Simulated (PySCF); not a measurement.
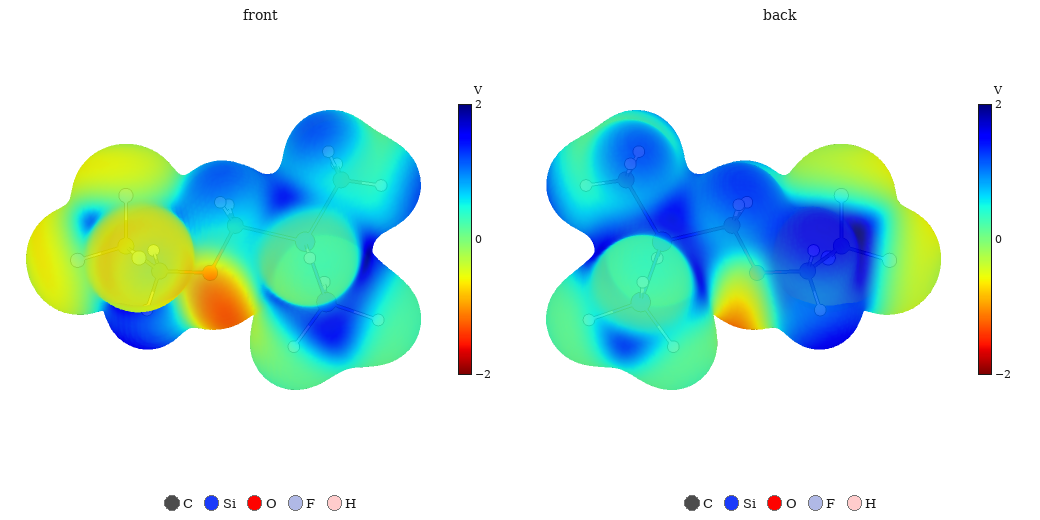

The picture shows: C₄H₁₁F₃OSi₂. The molecular electrostatic potential painted on the density surface at 0.004 e/bohr³, seen from the front and from behind; red is negative and blue positive.

Geometry: GFN2-xTB.

Level of theory: PBE0/pcSseg-1, SCF density, gas phase, non-relativistic (PySCF).

```xyz
21

C    -2.7267   -1.4154   -0.1090
Si   -1.4735   -0.2195    0.6929
Si   -2.0241    2.0211    0.4602
C     0.1922   -0.5092   -0.2161
O     1.0536    0.5211    0.2657
C     2.2728    0.6327   -0.3895
C     3.2150   -0.5542   -0.1438
F     2.9572   -1.6024   -0.9423
F     4.4892   -0.2055   -0.3903
F     3.1692   -1.0030    1.1121
H    -2.8774   -1.1910   -1.1621
H    -3.6943   -1.3445    0.3777
H    -2.4016   -2.4506   -0.0405
H    -1.2550   -0.6695    2.0792
H    -0.9755    2.9419    0.9002
H    -2.3258    2.3772   -0.9341
H    -3.2313    2.3543    1.2246
H     0.0935   -0.4235   -1.3055
H     0.6167   -1.4951   -0.0044
H     2.1527    0.7257   -1.4811
H     2.7643    1.5263    0.0057
```

**Describe the electrostatic potential map.**

The most negative region (about −1.3 V) lies over O5, the most positive (about +1.7 V) over Si2, C6 and C7. O5 is the likeliest acceptor of a hydrogen bond.
